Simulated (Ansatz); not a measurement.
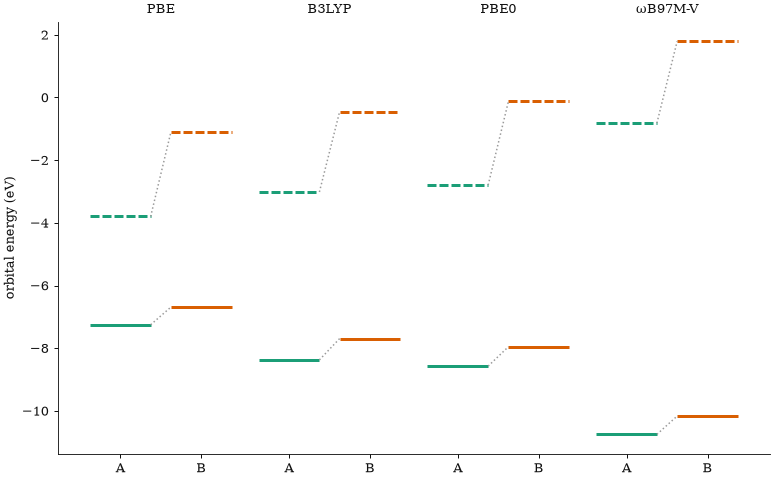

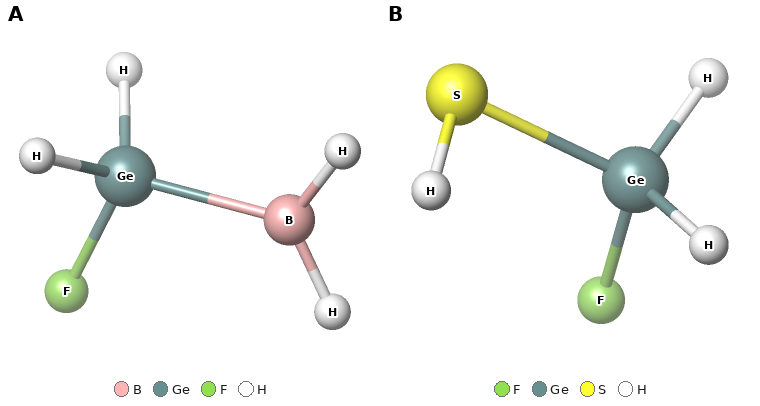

One change: A, BGeH₄F (SMILES [BH2][GeH2][F]), becomes B, GeH₃SF (SMILES [F][GeH2][SH]). BH₂ on Ge is replaced by SH. HOMO (solid) and LUMO (dashed) computed in def2-TZVPP at PBE0-D4/def2-TZVP geometries, both minima by their frequencies, gas phase, the Ansatz code. Empty levels above zero depend strongly on the basis.

What does the change do to HOMO and LUMO?

PBE: the HOMO rises by 0.56 eV, the LUMO rises by 2.69 eV, and the separation goes from 3.45 to 5.58 eV. B3LYP: the HOMO rises by 0.68 eV, the LUMO rises by 2.57 eV, and the separation goes from 5.36 to 7.24 eV. PBE0: the HOMO rises by 0.62 eV, the LUMO rises by 2.67 eV, and the separation goes from 5.78 to 7.83 eV. ωB97M-V: the HOMO rises by 0.58 eV, the LUMO rises by 2.61 eV, and the separation goes from 9.93 to 11.96 eV.

Do the functionals agree on the effect?

They agree on the direction for both levels; the HOMO shift lies between 0.56 and 0.68 eV and the LUMO shift between 2.57 and 2.69 eV, while the separations themselves differ by up to 6.5 eV between functionals.
